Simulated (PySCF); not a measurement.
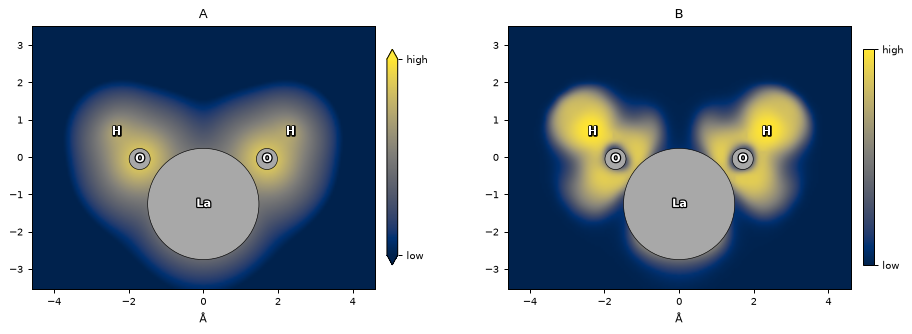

H$_{2}$LaO$_{2}$ (charge +1): 2 fields on the molecular plane, with unlabelled colour scales. Grey discs cover the atomic cores.

Core potentials replace the inner electrons of La.

Level of theory: PySCF 2.14.0, RKS PBE0, La def2-SVP with ECP46, O def2-SVP, H def2-SVP; non-relativistic Hamiltonian with scalar-relativistic core potentials where named; density fitting.

Match the panels to the quantities (electron density and electron localisation function).

Panel A: electron density. Panel B: electron localisation function. From the grid: La–O (2.09 Å): ρ at the midpoint is about 0.77 e/Å³; the ELF peaks at about 0.80 in the valence shell of O, 0.5 Å from its nucleus, and drops to about 0.20 between the two atoms; an ionic contact with no shared pair. O–H (0.96 Å): ρ is about 3.7 e/Å³ halfway; the ELF climbs to about 1 towards the hydrogen, as it does in any bond to H: a covalent bond by its length.
